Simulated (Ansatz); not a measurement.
**SiGeHO (quartet): correlated methods under varied settings**

Aim: run SiGeHO (quartet) at one geometry under a spread of methods and options, and see what each costs and gives.

Program: Ansatz 0.2.0, Gaussian basis. Level of theory: the settings change from run to run. These are calculated values, not measurements.

30 further runs of the same task are left out: 19 that didn't finish, 11 set aside as unsound or not needed.

## Step 1: What is computed

The geometry is a PBE0/def2-TZVP stationary point (not a proven minimum) of the parent state, kept for this charge and spin. No spin-orbit coupling is included. The filled d shell of Ge may be among the frozen orbitals whatever the setting's name suggests; the logs give the count.

4 atoms, charge 0, spin multiplicity 4.

Atoms are counted from 1 here; the program's logs count them from 0.

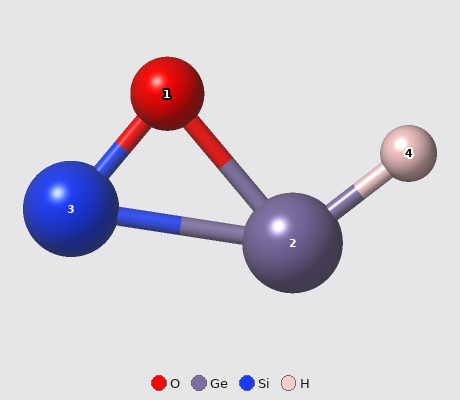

The geometry (oxygen red, germanium purple, silicon blue, hydrogen pink); atoms are numbered from 1 in the order of the file.

Geometry (Å):

```xyz
4
charge 0, multiplicity 4
O     0.0000   -1.0680   -0.9129
Ge    0.0000    0.1033    0.7837
Si    0.0000    0.3821   -1.5683
H     0.0000   -1.1412    1.7137
```

## Step 2: BCCD/STO-3G

The input, in.yaml:

```yaml
crystal:
  periodic: [false, false, false]
  atoms:
    - {symbol: O, position_ang: [0.000000, -1.068031, -0.912929]}
    - {symbol: Ge, position_ang: [0.000000, 0.103335, 0.783661]}
    - {symbol: Si, position_ang: [0.000000, 0.382114, -1.568288]}
    - {symbol: H, position_ang: [0.000000, -1.141224, 1.713723]}
basis:
  gaussian: {orbitals: STO-3G}
magnetization: {spin_polarized: false, initial_magnetization: 3}
hamiltonian: {xc: {name: PBE0}}
correlation: {method: bccd, electrons: outside_noble_gas}
```

Launch:

```bash
> ansatz run in.yaml --threads 1 --pin off --events-out ev --progress --plain --max-ram 2393MiB
```

Output, shortened:

```text
Functional definition: PBE0
  name "PBE0"
  cite "Adamo & Barone, J. Chem. Phys. 110, 6158 (1999) doi:10.1063/1.478522"
  cite "Perdew, Burke & Ernzerhof, Phys. Rev. Lett. 77, 3865 (1996) doi:10.1103/PhysRevLett.77.3865"
  parent pbe
[...]
359 factors; integrals over basis functions are off by at most 2.2e-5 eV
[...]
mean field -65670.38271833 eV, -2413.3420519145 hartree, gradient 7.3e-6 eV, S^2 3.750000; 9 other end points of the search recorded, 0 dependent functions left out
[...]
20 core orbitals not correlated, not the lowest: weight in the atoms' cores, before any rotation towards them, 0.833 or more for the frozen orbitals, at most 0.023 for the correlated occupied ones
reference -65620.83027897 eV, -2411.5210333557 hartree; 9, 6 occupied and 4, 7 virtual orbitals, 359 factors
second order -3.75244030 eV of doubles, -0.39530945 eV of singles
cycle   1  -3.42422644 eV  change    6.9e-1 eV  update   1.9e-1
[...]
cycle  16  -4.06813977 eV  change    2.0e-6 eV  update   1.3e-5
Total energy: -65624.89841874 eV, -2411.6705347348 hartree
```

Run time: 24 s. Hardware: 1 thread of AMD EPYC, shared host.

From the report: correlation -4.0681 eV; largest double amplitude 0.08.

## Step 3: CISD/6-31G

Changes to in.yaml since step 2:

```diff
@@ -8,5 +8,5 @@
 basis:
-  gaussian: {orbitals: STO-3G}
+  gaussian: {orbitals: 6-31G}
 magnetization: {spin_polarized: false, initial_magnetization: 3}
-hamiltonian: {xc: {name: PBE0}}
-correlation: {method: bccd, electrons: outside_noble_gas}
+correlation: {active_space: {ras: {orbitals: [6, 3, 24], electrons: 15, max_holes: 2, max_particles: 2}, fixed_orbitals: true}}
+scf: {lower_state_search: full}
```

The command is unchanged.

Output, shortened:

```text
Functional definition: HF
  name "HF"
  cite "Fock, Z. Phys. 61, 126 (1930) doi:10.1007/BF01340294"
  parent pbe
[...]
498 factors; integrals over basis functions are off by at most 4.3e-4 eV
[...]
mean field -66373.12853933 eV, -2439.1674844979 hartree, gradient 2.8e-6 eV, S^2 3.750000; 18 other end points of the search recorded, 0 dependent functions left out
reference -66373.12853933 eV, -2439.1674844979 hartree; 29, 26 occupied and 24, 27 virtual orbitals, 498 factors
state -66378.84250168 eV, -2439.3774687412 hartree
Total energy: -66378.84250168 eV, -2439.3774687412 hartree
```

Wall time 54 s (1 thread of AMD EPYC, shared host).

From the report: 139,454 determinants.

## Step 4: MP2 on ROHF/6-31G

Changes to in.yaml since step 3:

```diff
@@ -10,3 +10,2 @@
 magnetization: {spin_polarized: false, initial_magnetization: 3}
-correlation: {active_space: {ras: {orbitals: [6, 3, 24], electrons: 15, max_holes: 2, max_particles: 2}, fixed_orbitals: true}}
-scf: {lower_state_search: full}
+correlation: {method: mp2, electrons: all}
```

Launched as before.

Output, shortened:

```text
Functional definition: HF
  name "HF"
  cite "Fock, Z. Phys. 61, 126 (1930) doi:10.1007/BF01340294"
  parent pbe
[...]
498 factors; integrals over basis functions are off by at most 4.3e-4 eV
[...]
mean field -66373.12853933 eV, -2439.1674844979 hartree, gradient 2.8e-6 eV, S^2 3.750000; 13 other end points of the search recorded, 0 dependent functions left out
[...]
reference -66373.12853933 eV, -2439.1674844979 hartree; 29, 26 occupied and 24, 27 virtual orbitals, 498 factors
second order -11.77041782 eV of doubles, -0.09747490 eV of singles
Total energy: -66384.99643204 eV, -2439.6036215106 hartree
```

It took 49 s on 1 thread of AMD EPYC, shared host.

## Step 5: CASSCF(11,7)/6-31G

Changes to in.yaml since step 4:

```diff
@@ -8,4 +8,4 @@
 basis:
-  gaussian: {orbitals: 6-31G}
+  gaussian: {orbitals: 6-31G, point_charges: [{charge: -1.00, position_ang: [3.551, -0.998, -0.799]}]}
 magnetization: {spin_polarized: false, initial_magnetization: 3}
-correlation: {method: mp2, electrons: all}
+correlation: {active_space: {window: {electrons: 11, orbitals: 7}}}
```

Launched as before.

Output, shortened:

```text
Functional definition: HF
  name "HF"
  cite "Fock, Z. Phys. 61, 126 (1930) doi:10.1007/BF01340294"
  parent pbe
[...]
498 factors; integrals over basis functions are off by at most 4.3e-4 eV
[...]
mean field -66373.31496402 eV, -2439.1743354791 hartree, gradient 2.0e-6 eV, S^2 3.750000; 10 other end points of the search recorded, 0 dependent functions left out
reference -66373.31496402 eV, -2439.1743354791 hartree; 29, 26 occupied and 24, 27 virtual orbitals, 498 factors
state -66373.41509358 eV, -2439.1780151726 hartree
Total energy: -66373.41509358 eV, -2439.1780151726 hartree
```

Wall time 38 s (1 thread of AMD EPYC, shared host).

From the report: 35 determinants; active occupations 2.00, 2.00, 1.99, 1.99, 1.01, 1.01, 1.00.

## Step 6: The runs in one table

```
                                     level         correlated  functions  energy (eV)  time
            BCCD/STO-3G (on PBE0 orbitals)  outside noble gas         33  -65624.8984  24 s
                                CISD/6-31G  outside noble gas         53  -66378.8425  54 s
                         MP2 on ROHF/6-31G                all         53  -66384.9964  49 s
CASSCF(11,7)/6-31G (beside a point charge)                            53  -66373.4151  38 s
```

## Step 7: Outcome

| quantity | value |
| --- | --- |
| runs | 4 |
| quickest | BCCD/STO-3G (on PBE0 orbitals), 24 s |
| slowest | CISD/6-31G, 54 s |

In words: Total energies in different bases, with other cores or another treatment of relativity can't be set against each other. CISD/6-31G took 2 times as long as BCCD/STO-3G (on PBE0 orbitals); the jobs differ in more than the method.
